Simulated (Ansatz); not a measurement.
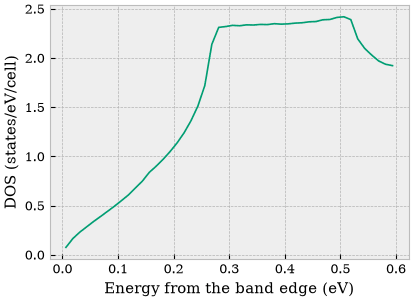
Fig. 1. Density of states of CaO$_{2}$ (I4/mmm) above the conduction band minimum, Ansatz (an electronic-structure program) with PBEsol, rigid bands; cell volume 35.6 Å³.

Question: What effective density of states at 300 K does this give (∫ g(E) exp(−E/k_BT) dE, both spins, divided by the cell's size)?

Answer: 1.3e20 cm⁻³, a density-of-states mass of 3.1 mₑ, valleys and band degeneracy included.

Spin-orbit coupling is left out. Geometry: cell and atoms relaxed with PBEsol.

Computed structure, not matched to a measured one here, so possibly hypothetical: CaO2 (I4/mmm).
